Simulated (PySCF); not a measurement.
# C6H3FOS (SMILES Fc1cc2occc2s1): what the fields show

```json
{"atom": "F", "x (Å)": "3.4181", "y (Å)": "-0.5268", "z (Å)": "-0.5805"}
{"atom": "C", "x (Å)": "2.1112", "y (Å)": "-0.3513", "z (Å)": "-0.3947"}
{"atom": "C", "x (Å)": "1.5459", "y (Å)": "0.3976", "z (Å)": "0.5863"}
{"atom": "C", "x (Å)": "0.1411", "y (Å)": "0.3376", "z (Å)": "0.4540"}
{"atom": "O", "x (Å)": "-0.8994", "y (Å)": "0.8624", "z (Å)": "1.1180"}
{"atom": "C", "x (Å)": "-2.0117", "y (Å)": "0.4195", "z (Å)": "0.4855"}
{"atom": "C", "x (Å)": "-1.7215", "y (Å)": "-0.3829", "z (Å)": "-0.5775"}
{"atom": "C", "x (Å)": "-0.3093", "y (Å)": "-0.4422", "z (Å)": "-0.6060"}
{"atom": "S", "x (Å)": "1.0005", "y (Å)": "-1.1385", "z (Å)": "-1.4892"}
{"atom": "H", "x (Å)": "2.0921", "y (Å)": "0.9400", "z (Å)": "1.3327"}
{"atom": "H", "x (Å)": "-2.9520", "y (Å)": "0.7433", "z (Å)": "0.8846"}
{"atom": "H", "x (Å)": "-2.4137", "y (Å)": "-0.8593", "z (Å)": "-1.2393"}
```

Geometry: GFN2-xTB.

The calculation used PBE0/pcSseg-1, SCF density, gas phase, non-relativistic (PySCF).

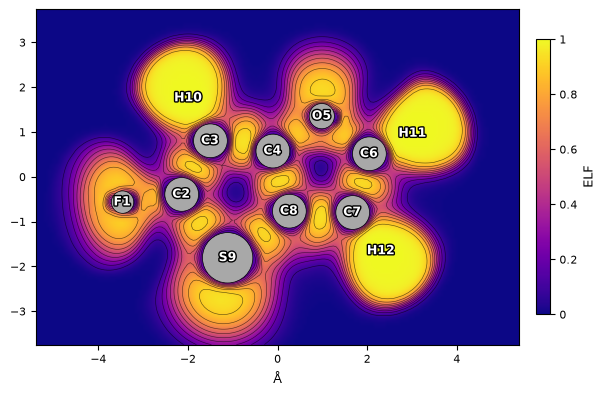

Figure 1. ELF on the molecular plane. Grey discs cover the atomic cores.

> What do the fields say about this system?

Atoms in the plane: F, C, O, S and H. C–F (1.33 Å): the ELF peaks at about 0.85 between the atoms; a polar covalent bond. C–O (1.34 Å): the ELF peaks at about 0.90 between the atoms; a polar covalent bond. C–C (1.36 Å): the ELF peaks at about 0.90 between the atoms: a covalent bond. C–S (1.73 Å): the ELF peaks at about 0.90 between the atoms; a covalent bond. C–H (1.07 Å): the ELF climbs to about 1 towards the hydrogen, as it does in any bond to H: a covalent bond by its length. The ELF also peaks beside S9, F1 and O5, away from the bonds: lone-pair regions.

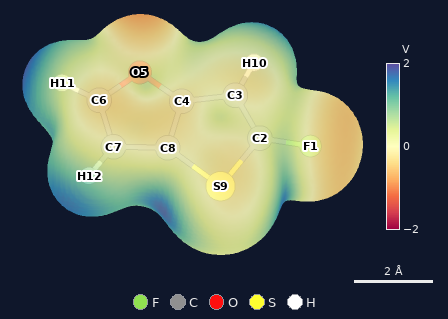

Figure 2. The molecular electrostatic potential painted on the density surface at 0.004 e/bohr³, seen at a tilt; the colour scale runs from red (negative) to blue (positive).

> Describe the electrostatic potential map.

The most negative region (about −0.9 V) lies over O5, the most positive (about +1.8 V) over S9 and H11.
